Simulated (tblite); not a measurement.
# C4H14GaNSi2: the cost of one run

The runs use tblite 0.8.0 and PySCF 2.14.0, with density-fitted response routines of our own; the level of theory stands in each step. All values are computed, except where a source is named. Atoms are numbered from 0 throughout.

## Step 1: The molecule as given

22 atoms, charge 0, multiplicity 1; geometry from: force field or distance geometry start.

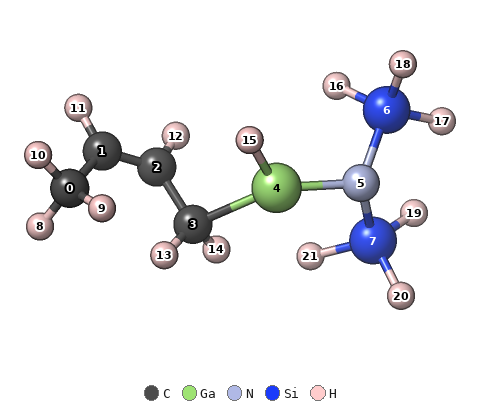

The starting geometry (carbon dark grey, gallium green, nitrogen light blue, silicon blue, hydrogen pink), atoms numbered; sticks join atoms by distance.

## Step 2: Optimising the geometry with GFN2-xTB

The job: settings as JSON, then the geometry in Å.

```
{"job": {"kind": "relax", "xc": "GFN2-xTB", "basis": "xTB"}, "charge": 0, "multiplicity": 1}
C      3.746200     0.208400     0.742400
C      2.949400    -0.491400    -0.324600
C      1.724700    -0.152000    -0.647500
C      0.971900     0.978300    -0.030000
Ga    -0.678300     0.045100     0.789500
N     -2.498200    -0.099600     0.636800
Si    -3.074600    -1.595800    -0.130600
Si    -2.961100     1.246700    -0.474300
H      4.289000     1.093900     0.314800
H      3.148800     0.513900     1.618100
H      4.502500    -0.521500     1.090000
H      3.442500    -1.343200    -0.823900
H      1.248200    -0.746900    -1.431600
H      1.637100     1.585800     0.619100
H      0.355800     1.574400    -0.707600
H      0.066100    -1.061100     1.707800
H     -2.110500    -1.958100    -1.163600
H     -4.358100    -1.315200    -0.822900
H     -3.249000    -2.696300     0.846600
H     -3.933600     0.739600    -1.446200
H     -3.505000     2.311500     0.390300
H     -1.724500     1.703000    -1.154200
```

Started as:

```sh
> OMP_NUM_THREADS=1 python probes_run.py task.json out
```

One launch serves the whole session: the jobs run in the order shown.

**Question.** How long does this first job take on 1 thread of Arm Neoverse V1, shared host, and how much memory does it need?

About 2.9 s, with a peak of 0.18 GiB.
